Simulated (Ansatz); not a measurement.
**SiNH5SO2: frequency calculation**

System: SiNH5SO2.
Method: RKS PBE0-D4/def2-SVP (Ansatz 0.2.0).

Figures and captions count atoms from 1; the log counts them from 0 in places.

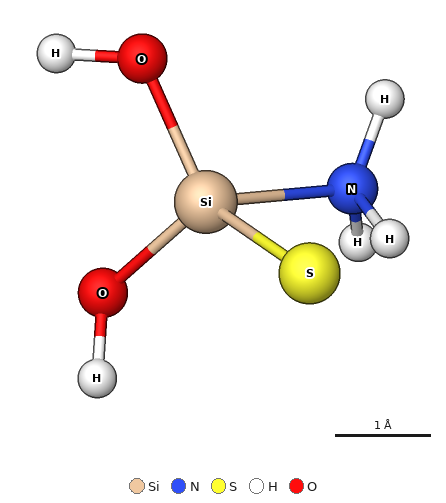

Figure 1. The structure as given in the input (ball-and-stick view, seen at a tilt). Bond lengths as drawn: H–N 1.02 to 1.31 Å, H–O 0.96 Å, N–Si 1.86 Å, O–Si 1.65 to 1.66 Å and S–Si 2.04 Å.

**The input**
```yaml
crystal:
  periodic: [false, false, false]
  atoms:
    - {symbol: Si, position_ang: [-0.479633, -0.239843, -0.024819]}
    - {symbol: N, position_ang: [1.307994, 0.218820, -0.238126]}
    - {symbol: S, position_ang: [-0.605350, -0.710723, -2.009280]}
    - {symbol: H, position_ang: [0.896402, -0.122986, -1.437083]}
    - {symbol: O, position_ang: [-1.283745, 1.077672, 0.588100]}
    - {symbol: O, position_ang: [-0.527011, -1.391096, 1.158064]}
    - {symbol: H, position_ang: [1.992557, -0.412242, 0.180141]}
    - {symbol: H, position_ang: [1.577715, 1.188310, -0.069207]}
    - {symbol: H, position_ang: [-1.796896, 1.567086, -0.061947]}
    - {symbol: H, position_ang: [-1.081932, -1.174998, 1.914057]}
basis:
  gaussian: {orbitals: def2-SVP}
hamiltonian: {xc: pbe0, dispersion: d4}
phonons: {}
scf: {lower_state_search: off}
```

Run as:
```bash
ansatz run in.yaml --threads 4 --pin off --events-out ev --progress --plain --max-ram 9574MiB
```

**What the program printed**
```
Functional definition: PBE0
  name "PBE0"
  cite "Adamo & Barone, J. Chem. Phys. 110, 6158 (1999) doi:10.1063/1.478522"
  cite "Perdew, Burke & Ernzerhof, Phys. Rev. Lett. 77, 3865 (1996) doi:10.1103/PhysRevLett.77.3865"
  parent pbe
  parameter a = 0.25
  parameter kappa = 0.804
  parameter beta = 0.06672455060314922
  exchange = (1 - a)*pbe_x(kappa = kappa, mu = beta*pi^2/3) + a*exact_x
  correlation = pbe_c(beta = beta)
these checks for a lower state are left out or cut short: stability, starts, cluster_reference, orbital_swaps, neighbouring_geometries, increment
1053 factors; integrals over basis functions are off by at most 3.5e-4 eV
mean field evaluation 1: about -24349.3727 eV, gradient 7.2e1 eV
mean field evaluation 2: about -24341.0806 eV, gradient 9.7e1 eV
mean field evaluation 4: about -24358.4622 eV, gradient 2.5e0 eV
mean field evaluation 8: about -24358.4889 eV, gradient 6.3e-2 eV
mean field evaluation 16: about -24358.4889 eV, gradient 7.4e-6 eV
mean field -24358.48891697 eV, -895.1579569219 hartree, gradient 7.4e-6 eV, S^2 0.000000; 0 other end points of the search recorded, 0 dependent functions left out
the calculation of the forces begins
reference -24358.48893957 eV, -895.1579577523 hartree; 29, 29 occupied and 74, 74 virtual orbitals, 1053 factors
these checks for a lower state are left out or cut short: stability, starts, cluster_reference, orbital_swaps, neighbouring_geometries, increment
1053 factors; integrals over basis functions are off by at most 3.5e-4 eV
mean field -24358.48890413 eV, -895.1579564500 hartree, gradient 1.1e-6 eV, S^2 0.000000; 0 other end points of the search recorded, 0 dependent functions left out
[... from here on the field's lines of each further geometry are left out, up to the last ...]
the calculation of the forces begins
reference -24358.48882681 eV, -895.1579536085 hartree; 29, 29 occupied and 74, 74 virtual orbitals, 1053 factors
these checks for a lower state are left out or cut short: stability, starts, cluster_reference, orbital_swaps, neighbouring_geometries, increment
1053 factors; integrals over basis functions are off by at most 3.5e-4 eV
mean field -24358.48881427 eV, -895.1579531478 hartree, gradient 1.8e-6 eV, S^2 0.000000; 0 other end points of the search recorded, 0 dependent functions left out
the calculation of the forces begins
reference -24358.48883687 eV, -895.1579539781 hartree; 29, 29 occupied and 74, 74 virtual orbitals, 1053 factors
WARN: phonons: modes at or below zero, which the zero-point energy, F, S and C_V leave out: 1, the lowest at -1293.25 cm⁻¹. A minimum has none, and a first-order saddle one
Total energy: -24358.69670026 eV, -895.1655928170 hartree
Atom 0 at    -0.479633    -0.239843    -0.024819 Å, force     0.011033     0.004278     0.036458 eV/Å
Atom 1 at     1.307994     0.218820    -0.238126 Å, force    -0.145089    -0.120646    -0.303630 eV/Å
Atom 2 at    -0.605350    -0.710723    -2.009280 Å, force    -0.180975    -0.060532    -0.078898 eV/Å
Atom 3 at     0.896402    -0.122986    -1.437083 Å, force     0.277883     0.164915     0.376298 eV/Å
Atom 4 at    -1.283745     1.077672     0.588100 Å, force     0.022597    -0.026390     0.020435 eV/Å
Atom 5 at    -0.527011    -1.391096     1.158064 Å, force     0.015009     0.025307    -0.014923 eV/Å
Atom 6 at     1.992557    -0.412242     0.180141 Å, force    -0.002201     0.011985     0.010696 eV/Å
Atom 7 at     1.577715     1.188310    -0.069207 Å, force     0.010034     0.000658    -0.007606 eV/Å
Atom 8 at    -1.796896     1.567086    -0.061947 Å, force    -0.007982     0.007556    -0.034474 eV/Å
Atom 9 at    -1.081932    -1.174998     1.914057 Å, force    -0.000310    -0.007130    -0.004355 eV/Å
Dipole moment:     0.398477     0.557964     0.598283 e Å
Vibrations: -1293.25 94.47 207.03 236.33 247.94 308.61 314.32 336.94 427.38 605.08 715.61 772.71 790.49 810.76 839.80 937.23 969.60 1246.12 1489.90 1655.62 3522.75 3634.10 3925.16 3932.27 cm⁻¹, zero-point energy 1.737031 eV
Checks for a lower state left out: stability, starts, cluster_reference, orbital_swaps, neighbouring_geometries, increment
```

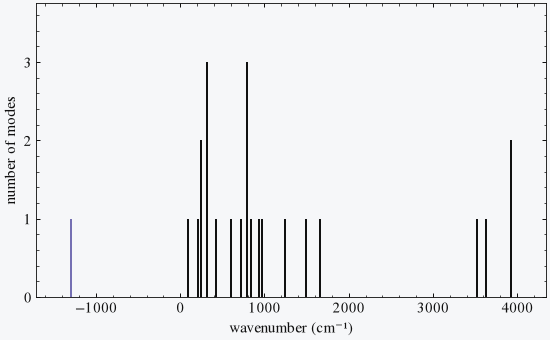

Figure 2. Harmonic vibrational wavenumbers from the force constants; neighbouring modes closer than 24 cm⁻¹ are counted in one stick, and imaginary ones are drawn at negative wavenumbers. 24 modes from 1293i to 3932 cm⁻¹, 1 imaginary beyond 8i (1293i cm⁻¹): a first-order saddle point, if the geometry is stationary.

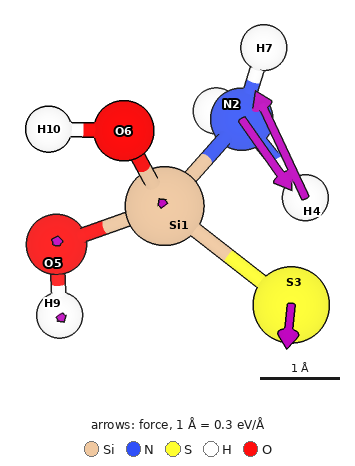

Figure 3. Forces on the atoms as pink arrows (ball-and-stick view, seen at a tilt; atoms are numbered from 1 in the order of the input); the smallest are left out. The largest act on H4 (0.50 eV/Å); N2 (0.36 eV/Å); S3 (0.21 eV/Å). The geometry is not a stationary point of this energy.

**Summary**

- outcome: converged
- total energy: −24358.6967 eV
- mean-field energy: −24358.4889 eV
- dispersion energy: −0.2078 eV
- largest force (length of the vector): 0.496 eV/Å
- dipole moment: 4.37 D
- hardware: 4 threads of Arm Neoverse V1, 23 GiB of memory available, shared host
- wall time: 58 s (CPU time 3.6 min)
- peak memory: 0.2 GiB
